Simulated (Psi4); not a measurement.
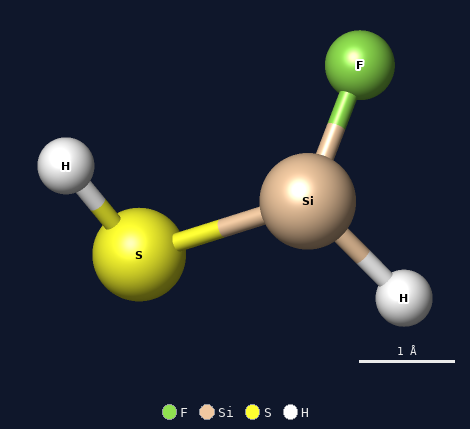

Figure 1. The input geometry (ball-and-stick view, seen on its broad side).

## Single-point calculation, with input and output: SiH2SF

- system: SiH2SF, multiplicity 2
- method: CASSCF/cc-pVDZ, ROHF (Psi4 1.11)

The geometry comes from this level: PBE0-D4/def2-TZVP.

### Input file (calc.in)
```
memory 1600 mb

molecule geom {
  0 2
  F     -1.242300    -0.527200     1.134200
  Si    -0.629400    -0.168000    -0.303300
  S      1.400700     0.438500    -0.191800
  H     -0.621800    -1.416500    -1.115500
  H      1.142700     1.599500     0.435000
  units angstrom
  symmetry c1
}

set {
  basis               cc-pVDZ
  reference           rohf
  puream              true
  scf_type            df
  restricted_docc     [19]
  active              [3]
  mcscf_type          df
  mcscf_maxiter       80
  mcscf_r_convergence 0.0001
  mcscf_e_convergence 1e-06
  nat_orbs            true
  maxiter             100
}

e, wfn = energy('casscf', return_wfn=True)
```

Machine: 1 thread of Intel Xeon @ 2.50GHz (Skylake/Cascade Lake), 160 GiB of memory available, shared host.

Run as:
```bash
psi4 calc.in calc.out -n 1
```

### Log
```
Psi4 1.11 release

   => Loading Basis Set <=

    Name: CC-PVDZ
    Role: ORBITAL
    Keyword: BASIS

         ---------------------------------------------------------
                                   SCF
                             ROHF Reference
                        1 Threads,   1525 MiB Core
         ---------------------------------------------------------

  ==> Geometry <==

    Molecular point group: c1
    Full point group: C1

    Geometry (in Angstrom), charge = 0, multiplicity = 2:

       Center              X                  Y                   Z               Mass
    ------------   -----------------  -----------------  -----------------  -----------------
         F           -1.292913981266    -0.520877404589     1.057071991713    18.998403162730
         SI          -0.680013981266    -0.161677404589    -0.380428008287    27.976926534650
         S            1.350086018734     0.444822595411    -0.268928008287    31.972071174400
         H           -0.672413981266    -1.410177404589    -1.192628008287     1.007825032230
         H            1.092086018734     1.605822595411     0.357871991713     1.007825032230

  Running in c1 symmetry.

  Rotational constants: A =      0.75549  B =      0.12863  C =      0.11404 [cm^-1]
  Rotational constants: A =  22648.87382  B =   3856.10209  C =   3418.85291 [MHz]
  Nuclear repulsion =  142.484404698713689

  Charge       = 0
  Multiplicity = 2
  Electrons    = 41
  Nalpha       = 21
  Nbeta        = 20

  ==> Algorithm <==

  SCF Algorithm Type is DF.
  DIIS enabled.
  MOM disabled.
  Fractional occupation disabled.
  Guess Type is SAD.
  Energy threshold   = 1.00e-08
  Density threshold  = 1.00e-08
  Integral threshold = 1.00e-12

  ==> Primary Basis <==

  Basis Set: CC-PVDZ
    Blend: CC-PVDZ
    Number of shells: 28
    Number of basis functions: 60
    Number of Cartesian functions: 63
    Spherical Harmonics?: true
    Max angular momentum: 2

   => Loading Basis Set <=

    Name: (CC-PVDZ AUX)
    Role: JKFIT
    Keyword: DF_BASIS_SCF

  ==> Integral Setup <==

  DFHelper Memory: AOs need 0.011 GiB; user supplied 1.118 GiB.
  SCF_SUBTYPE=INCORE selected. In-core MEM_DF algorithm will be used.
  Using in-core AOs.

  ==> MemDFJK: Density-Fitted J/K Matrices <==

    J tasked:                   Yes
    K tasked:                   Yes
    wK tasked:                   No
    Memory [MiB]:              1144
    Algorithm:                 Core
    Schwarz Cutoff:           1E-12
    Mask sparsity (%):       0.0000
    Fitting Condition:        1E-10

   => Auxiliary Basis Set <=

  Basis Set: (CC-PVDZ AUX)
    Blend: CC-PVDZ-JKFIT
    Number of shells: 114
    Number of basis functions: 340
    Number of Cartesian functions: 391
    Spherical Harmonics?: true
    Max angular momentum: 3

  Minimum eigenvalue in the overlap matrix is 1.5694634799E-02.
  Reciprocal condition number of the overlap matrix is 4.4064370453E-03.
    Using symmetric orthogonalization.

  ==> Pre-Iterations <==

  SCF Guess: Superposition of Atomic Densities via on-the-fly atomic UHF (no occupation information).

   -------------------------
    Irrep   Nso     Nmo
   -------------------------
     A         60      60
   -------------------------
    Total      60      60
   -------------------------

  ==> Iterations <==

                           Total Energy        Delta E     RMS |[F,P]|

   @DF-ROHF iter SAD:  -786.48649678551669   -7.86486e+02   0.00000e+00
   @DF-ROHF iter   1:  -787.04922683924542   -5.62730e-01   3.95157e-03 DIIS
   @DF-ROHF iter   2:  -787.09434644491114   -4.51196e-02   2.39152e-03 DIIS
   @DF-ROHF iter   3:  -787.10863169191680   -1.42852e-02   3.88161e-04 DIIS
   @DF-ROHF iter   4:  -787.10976599118817   -1.13430e-03   1.09959e-04 DIIS
   @DF-ROHF iter   5:  -787.10986325742067   -9.72662e-05   2.90432e-05 DIIS
   @DF-ROHF iter   6:  -787.10987047789877   -7.22048e-06   7.35184e-06 DIIS
   @DF-ROHF iter   7:  -787.10987105457161   -5.76673e-07   2.24156e-06 DIIS
   @DF-ROHF iter   8:  -787.10987110899168   -5.44201e-08   5.19267e-07 DIIS
   @DF-ROHF iter   9:  -787.10987111257384   -3.58216e-09   1.47625e-07 DIIS
   @DF-ROHF iter  10:  -787.10987111288500   -3.11161e-10   4.00703e-08 DIIS
   @DF-ROHF iter  11:  -787.10987111290899   -2.39879e-11   1.08528e-08 DIIS
   @DF-ROHF iter  12:  -787.10987111291024   -1.25056e-12   2.61322e-09 DIIS
  Energy and wave function converged.

  ==> Post-Iterations <==

    Orbital Energies [Eh]
    ---------------------

    Doubly Occupied:

       1A    -91.965381     2A    -68.862706     3A    -26.292888
       4A     -8.970797     5A     -6.652413     6A     -6.651332
       7A     -6.649262     8A     -6.204521     9A     -4.311259
      10A     -4.309660    11A     -4.308843    12A     -1.592719
      13A     -0.988363    14A     -0.754769    15A     -0.668365
      16A     -0.663474    17A     -0.618041    18A     -0.532194
      19A     -0.471003    20A     -0.403493

    Singly Occupied:

      21A     -0.152651

    Virtual:

      22A      0.144337    23A      0.156499    24A      0.182737
      25A      0.217855    26A      0.390532    27A      0.396676
      28A      0.435575    29A      0.460033    30A      0.485957
      31A      0.539673    32A      0.546818    33A      0.599266
      34A      0.620141    35A      0.705748    36A      0.716415
      37A      0.786565    38A      0.792357    39A      0.835240
      40A      0.927847    41A      0.959055    42A      1.011519
      43A      1.062670    44A      1.255988    45A      1.320571
      46A      1.546527    47A      1.587522    48A      1.600598
      49A      1.683044    50A      1.697125    51A      1.715100
      52A      1.782978    53A      2.184926    54A      2.334180
      55A      2.566008    56A      3.981449    57A      3.986442
      58A      4.040229    59A      4.049961    60A      4.267728

    Final Occupation by Irrep:
              A
    DOCC [    20 ]
    SOCC [     1 ]
    NA   [    21 ]
    NB   [    20 ]

  @DF-ROHF Final Energy:  -787.10987111291024

   => Energetics <=

    Nuclear Repulsion Energy =            142.4844046987136892
    One-Electron Energy =               -1375.0777052859361902
    Two-Electron Energy =                 445.4834294743123451
    Total Energy =                       -787.1098711129102412

Computation Completed

Properties will be evaluated at   0.000000,   0.000000,   0.000000 [a0]

Properties computed using the SCF density matrix

 Multipole Moments:

 ------------------------------------------------------------------------------------
     Multipole            Electronic (a.u.)      Nuclear  (a.u.)        Total (a.u.)
 ------------------------------------------------------------------------------------

 L = 1.  Multiply by 2.5417464519 to convert [e a0] to [Debye]
 Dipole X            :         -1.7657489            1.6339078           -0.1318412
 Dipole Y            :         -0.2441650            0.6829969            0.4388320
 Dipole Z            :          1.4069539           -1.7951422           -0.3881883
 Magnitude           :                                                    0.6005379

 ------------------------------------------------------------------------------------

	total time  =          1 seconds =       0.02 minutes
  Constructing Basis Sets for MCSCF...

   => Loading Basis Set <=

    Name: (CC-PVDZ AUX)
    Role: JKFIT
    Keyword: DF_BASIS_SCF

         ---------------------------------------------------------
                Multi-Configurational Self-Consistent Field
                            (a 'D E T C I' module)

         ---------------------------------------------------------

Warning: iopen=0,opentype!=closed. Making iopen=1

   ==> Parameters <==

    EX LEVEL       =        3      H0 BLOCKSIZE  =     1000
    VAL EX LEVEL   =        0      H0 GUESS SIZE =     1000
    H0COUPLINGSIZE =        0      H0 COUPLING   =       NO
    MAXITER        =       12      NUM PRINT     =       20
    NUM ROOTS      =        1      ICORE         =        1
    PRINT LVL      =        1      FCI           =      YES
    R CONV         = 1.00e-07      MIXED         =      YES
    E CONV         = 1.00e-06      MIXED4        =      YES
    R4S            =       NO      REPL OTF      =       NO
    DIAG METHOD    =      SEM      FOLLOW ROOT   =        0
    PRECONDITIONER = DAVIDSON      UPDATE        = DAVIDSON
    S              =   0.5000      Ms0           =       NO
    GUESS VECTOR   =  H0BLOCK      OPENTYPE      = HIGHSPIN
    COLLAPSE SIZE  =        1      HD AVG        = EVANGELISTI
    MAX NUM VECS   =       13      REF SYM       =     AUTO
    IOPEN        =      YES

    EX ALLOW       =  1  1  1
    STATE AVERAGE  =  0(1.00)

   ==> CI Orbital and Space information <==

   ------------------------------------
               Space    Total     A
   ------------------------------------
                 Nso       60    60
                 Nmo       60    60
               Ndocc       20    20
               Nsocc        1     1
   ------------------------------------
               MCSCF Spaces
   ------------------------------------
         Frozen DOCC        0     0
     Restricted DOCC       19    19
              Active        3     3
     Restricted UOCC       38    38
         Frozen UOCC        0     0
   ------------------------------------

   ==> Setting up CI strings <==

    There are 3 alpha and 3 beta strings
    The CI space requires 9 (9.00E+00) determinants and 1 blocks

   ==> Setting up DF-MCSCF integrals <==

  DFHelper Memory: AOs need 0.011 GiB; user supplied 1.192 GiB.
  SCF_SUBTYPE=INCORE selected. In-core MEM_DF algorithm will be used.
  Using in-core AOs.

  ==> MemDFJK: Density-Fitted J/K Matrices <==

    J tasked:                   Yes
    K tasked:                   Yes
    wK tasked:                   No
    Memory [MiB]:              1220
    Algorithm:                 Core
    Schwarz Cutoff:           1E-12
    Mask sparsity (%):       0.0000
    Fitting Condition:        1E-10

   => Auxiliary Basis Set <=

  Basis Set: (CC-PVDZ AUX)
    Blend: CC-PVDZ-JKFIT
    Number of shells: 114
    Number of basis functions: 340
    Number of Cartesian functions: 391
    Spherical Harmonics?: true
    Max angular momentum: 3

  DFHelper Memory: AOs need 0.011 GiB; user supplied 1.192 GiB.
  SCF_SUBTYPE=INCORE selected. In-core MEM_DF algorithm will be used.
  Using in-core AOs.

   ==> Starting DF-MCSCF iterations <==

           Iter         Total Energy       Delta E   Orb RMS    CI RMS  NCI NORB
   @DF-MCSCF  1:   -787.110038939525   -1.6783e-04  6.27e-05  2.71e-13    1    1  Initial CI
   @DF-MCSCF  2:   -787.115248323213   -5.2094e-03  8.79e-04  1.41e-08    6    1  TS
   @DF-MCSCF  3:   -787.117124085050   -1.8758e-03  4.27e-04  4.51e-07    5    1  TS
   @DF-MCSCF  4:   -787.117464627788   -3.4054e-04  1.78e-04  4.26e-07    4    1  TS, DIIS
   @DF-MCSCF  5:   -787.117547677676   -8.3050e-05  8.20e-05  7.28e-08    5    1  TS, DIIS
   @DF-MCSCF  6:   -787.117588076872   -4.0399e-05  4.99e-05  2.14e-08    6    1  TS, DIIS
   @DF-MCSCF  7:   -787.117601865435   -1.3789e-05  3.35e-05  6.63e-09    6    1  TS, DIIS
   @DF-MCSCF  8:   -787.117612262326   -1.0397e-05  3.20e-05  1.50e-08    6    1  TS, DIIS
   @DF-MCSCF  9:   -787.117601742028    1.0520e-05  3.08e-05  2.09e-08    6    1  TS, DIIS
   @DF-MCSCF 10:   -787.117563391248    3.8351e-05  2.81e-05  6.10e-14    7    1  TS, DIIS
   @DF-MCSCF 11:   -787.117539511079    2.3880e-05  3.04e-05  7.23e-14    7    1  TS, DIIS
   @DF-MCSCF 12:   -787.117527370446    1.2141e-05  1.65e-05  2.61e-08    6    1  TS, DIIS
   @DF-MCSCF 13:   -787.117527716966   -3.4652e-07  1.72e-05  1.35e-08    6    1  TS, DIIS

          @DF-MCSCF has converged!

   @DF-MCSCF Final Energy: -787.117527716966038

   Computing CI Natural Orbitals

   ==> Starting CI iterations <==

    H0 Block Eigenvalue = -787.11752772

    Simultaneous Expansion Method (Block Davidson Method)
    Using 1 initial trial vectors

     Iter   Root       Total Energy       Delta E      C RMS

   @CI  0:     0   -787.117527716967   -2.0737E+00   2.2597E-13
    Warning: Norm of correction (root 0) is < 1.0E-13
   @CI  1:     0   -787.117527716967   0.0000E+00   3.6706E-14 c

   ==> Energetics <==

    SCF energy =         -787.109871112910241
    Total MCSCF energy = -787.117527716966038

   ==> MCSCF root 0 information <==

    MCSCF Root 0 energy =  -787.117527716966833

   Active Space Natural occupation numbers:

         A   1.988596         A   0.999895         A   0.011509

   The 9 most important determinants:

    *   1   -0.997114  (    0,    0)  20AX 21AA
    *   2   -0.075076  (    2,    2)  21AA 22AX
    *   3   -0.010503  (    1,    2)  20AA 22AX
    *   4   -0.002735  (    1,    1)  20AA 21AB 22AA
    *   5   -0.002063  (    2,    1)  21AX 22AA
    *   6   -0.001368  (    0,    2)  20AA 21AA 22AB
    *   7   -0.001367  (    2,    0)  20AB 21AA 22AA
    *   8    0.000798  (    0,    1)  20AA 21AX
    *   9    0.000195  (    1,    0)  20AX 22AA

Properties will be evaluated at   0.000000,   0.000000,   0.000000 [a0]

Properties computed using the CASSCF density matrix

 Multipole Moments:

 ------------------------------------------------------------------------------------
     Multipole            Electronic (a.u.)      Nuclear  (a.u.)        Total (a.u.)
 ------------------------------------------------------------------------------------

 L = 1.  Multiply by 2.5417464519 to convert [e a0] to [Debye]
 Dipole X            :         -1.7773683            1.6339078           -0.1434605
 Dipole Y            :         -0.2436526            0.6829969            0.4393443
 Dipole Z            :          1.4078452           -1.7951422           -0.3872970
 Magnitude           :                                                    0.6029953

 ------------------------------------------------------------------------------------

    Psi4 run time: 0:00:04.51
```

### Results in brief

```tsv
quantity	value
outcome	converged
total energy	−787.117528 hartree
SCF energy	−787.109871 hartree
CASSCF energy	−787.117528 hartree
correlation energy	−0.007657 hartree
basis functions	60
wall time	6 s
peak memory	0.24 GiB
```

The record of the run, not the program, notes: active space taken by orbital order; may be a local solution.
